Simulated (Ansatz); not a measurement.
# C6H10O (cyclohexanone): HF/3-21G

What is the energy change on altering one bond length of C6H10O (cyclohexanone) at HF/3-21G? 

The results are computed with Ansatz 0.2.0.

43 further runs of the same task are left out: 43 set aside as unsound or not needed.

**1. Starting point**

The species is C6H10O (17 atoms), meant as a singlet with charge 0. SMILES: `O=C1CCCCC1`. The coordinates come from a PBE0-D4/def2-TZVP relaxation. This is one conformer, not always the lowest.

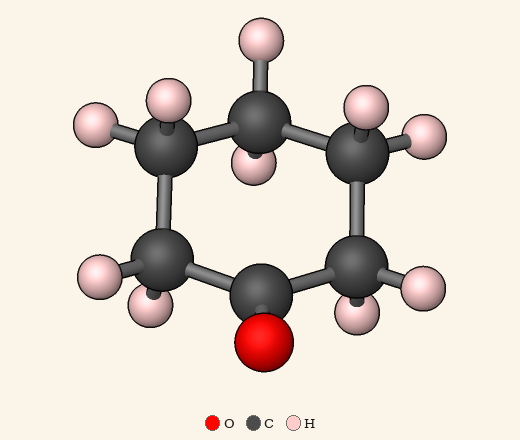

The structure, seen from a chosen angle (oxygen red, carbon dark grey, hydrogen pink).

**2. The energy at HF/3-21G**

Contents of input.yaml:

```yaml
crystal:
  periodic: [false, false, false]
  atoms:
    - symbol: O
      position_ang: [-0.707050, -1.990720, 1.679970]
    - symbol: C
      position_ang: [-0.276090, -1.006960, 1.130500]
    - symbol: C
      position_ang: [1.071500, -0.983390, 0.450670]
    - symbol: C
      position_ang: [0.978940, -0.413050, -0.965140]
    - symbol: C
      position_ang: [0.278700, 0.937220, -0.977400]
    - symbol: C
      position_ang: [-1.107560, 0.839550, -0.358990]
    - symbol: C
      position_ang: [-1.047750, 0.288870, 1.066330]
    - symbol: H
      position_ang: [1.486080, -1.992120, 0.464880]
    - symbol: H
      position_ang: [1.728570, -0.341250, 1.052020]
    - symbol: H
      position_ang: [1.980680, -0.333630, -1.395730]
    - symbol: H
      position_ang: [0.422850, -1.114500, -1.597710]
    - symbol: H
      position_ang: [0.207870, 1.314750, -2.001370]
    - symbol: H
      position_ang: [0.878510, 1.664790, -0.416230]
    - symbol: H
      position_ang: [-1.599670, 1.815780, -0.355610]
    - symbol: H
      position_ang: [-1.731180, 0.178640, -0.971940]
    - symbol: H
      position_ang: [-2.039630, 0.124490, 1.489130]
    - symbol: H
      position_ang: [-0.524770, 1.011520, 1.706640]
basis:
  gaussian:
    orbitals: 3-21G.json
hamiltonian:
  xc: hf
accuracy: high
output: {orbitals: {seedname: orbitals}}
```

The basis set 3-21G is read from a file made from the Basis Set Exchange's data (not shown).

Command:

```bash
ansatz run input.yaml --threads 1 --pin off --max-ram 3480MiB --events-out events.jsonl --progress --plain --runs-dir runs
```

The program printed:

```text
Warning: RAYON_NUM_THREADS=1 ignored (pool sized by the plan → 1); use --threads N
Functional definition: HF
  name "HF"
  exchange = exact_x
  correlation = 0
2125 factors; integrals over basis functions are off by at most 7.0e-9 eV
mean field evaluation 1: about -8327.3572 eV, gradient 3.9e1 eV
mean field evaluation 2: about -8328.0475 eV, gradient 3.9e1 eV
mean field evaluation 4: about -8331.7656 eV, gradient 4.5e0 eV
mean field evaluation 8: about -8331.8508 eV, gradient 5.3e-1 eV
mean field evaluation 16: about -8331.8531 eV, gradient 2.3e-8 eV
mean field -8331.85312373 eV, -306.1899547642 hartree, gradient 2.8e-8 eV, S^2 0.000000; 0 other end points of the search recorded, 0 dependent functions left out
reference -8331.85312373 eV, -306.1899547642 hartree; 27, 27 occupied and 56, 56 virtual orbitals, 2125 factors
Total energy: -8331.85312373 eV, -306.1899547642 hartree
```

Run time: 2.6 s. Hardware: 1 thread of Arm Neoverse V1, shared host; peak memory 0.26 GiB.

**3. The distorted shape at the same level**

Contents of input.yaml:

```yaml
crystal:
  periodic: [false, false, false]
  atoms:
    - {symbol: O, position_ang: [-0.623638, -1.885505, 1.774854]}
    - {symbol: C, position_ang: [-0.192678, -0.901745, 1.225384]}
    - {symbol: C, position_ang: [1.154912, -0.878175, 0.545554]}
    - {symbol: C, position_ang: [1.062352, -0.307835, -0.870256]}
    - {symbol: C, position_ang: [0.362112, 1.042435, -0.882516]}
    - {symbol: C, position_ang: [-1.024148, 0.944765, -0.264106]}
    - {symbol: C, position_ang: [-0.964338, 0.394085, 1.161214]}
    - {symbol: H, position_ang: [1.569492, -1.886905, 0.559764]}
    - {symbol: H, position_ang: [1.811982, -0.236035, 1.146904]}
    - {symbol: H, position_ang: [2.064092, -0.228415, -1.300846]}
    - {symbol: H, position_ang: [0.422850, -1.114500, -1.597710]}
    - {symbol: H, position_ang: [0.291282, 1.419965, -1.906486]}
    - {symbol: H, position_ang: [0.961922, 1.770005, -0.321346]}
    - {symbol: H, position_ang: [-1.516258, 1.920995, -0.260726]}
    - {symbol: H, position_ang: [-1.647768, 0.283855, -0.877056]}
    - {symbol: H, position_ang: [-1.956218, 0.229705, 1.584014]}
    - {symbol: H, position_ang: [-0.441358, 1.116735, 1.801524]}
basis:
  gaussian:
    orbitals: 3-21G.json
hamiltonian:
  xc: hf
accuracy: high
output: {orbitals: {seedname: orbitals}}
```

The basis set 3-21G is read from a file made from the Basis Set Exchange's data (not shown).

Command:

```bash
ansatz run input.yaml --threads 1 --pin off --max-ram 3480MiB --events-out events.jsonl --progress --plain --runs-dir runs
```

The program printed:

```text
Warning: RAYON_NUM_THREADS=1 ignored (pool sized by the plan → 1); use --threads N
Functional definition: HF
  name "HF"
  exchange = exact_x
  correlation = 0
2124 factors; integrals over basis functions are off by at most 1.0e-8 eV
mean field evaluation 1: about -8326.9622 eV, gradient 3.9e1 eV
mean field evaluation 2: about -8327.6612 eV, gradient 3.9e1 eV
mean field evaluation 4: about -8331.3788 eV, gradient 4.5e0 eV
mean field evaluation 8: about -8331.4651 eV, gradient 5.3e-1 eV
mean field evaluation 16: about -8331.4675 eV, gradient 8.8e-7 eV
mean field -8331.46747203 eV, -306.1757823257 hartree, gradient 2.1e-8 eV, S^2 0.000000; 0 other end points of the search recorded, 0 dependent functions left out
reference -8331.46747203 eV, -306.1757823257 hartree; 27, 27 occupied and 56, 56 virtual orbitals, 2124 factors
Total energy: -8331.46747203 eV, -306.1757823257 hartree
```

Run time: 2.6 s. Hardware: 1 thread of Arm Neoverse V1, shared host; peak memory 0.26 GiB.

**4. Outcome**

At HF/3-21G:

| quantity | value |
| --- | --- |
| first shape: total energy | -306.18995 Eh |
| first shape: HOMO energy | -10.45 eV |
| first shape: LUMO energy | 4.48 eV |
| first shape: HOMO–LUMO gap | 14.93 eV |
| distorted shape: total energy | -306.17578 Eh |
| distorted shape: HOMO energy | -10.46 eV |
| distorted shape: LUMO energy | 4.48 eV |
| distorted shape: HOMO–LUMO gap | 14.95 eV |
| energy change with the C4–H11 bond stretched from 1.096 to 1.261 Å | 0.386 eV |

What this shows: With the C4–H11 bond stretched from 1.096 to 1.261 Å the energy rises by 0.39 eV (37.2 kJ/mol). The first shape isn't relaxed at this level, so the change isn't measured from a minimum.
